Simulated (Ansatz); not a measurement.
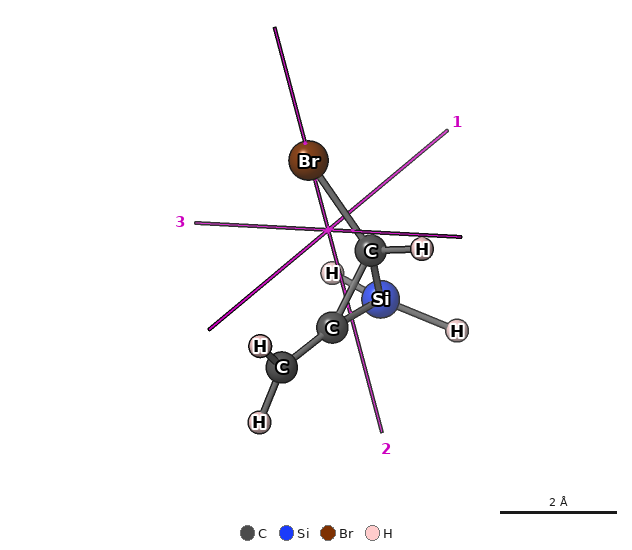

The three principal axes of inertia are drawn and numbered. Depth is shown by fading: the farther an atom, the more it takes the colour of the background. The computed structure is the end point of a PBE0-D4/def2-TZVP optimisation. No frequency run is at hand to confirm it as a minimum. Masses are those of the most abundant isotopes; constants are for the rigid equilibrium geometry.

Which line is the a axis (least moment of inertia), which b and which c?

a is line 2, b is line 1, c is line 3; the moments are 118, 335, 427 u Å².

What kind of rotor is it, and what are its rotational constants in cm⁻¹?

An asymmetric top (C1): A = 0.143, B = 0.0504, C = 0.0395 cm⁻¹. Ray's parameter κ is −0.79, nearer the prolate limit.
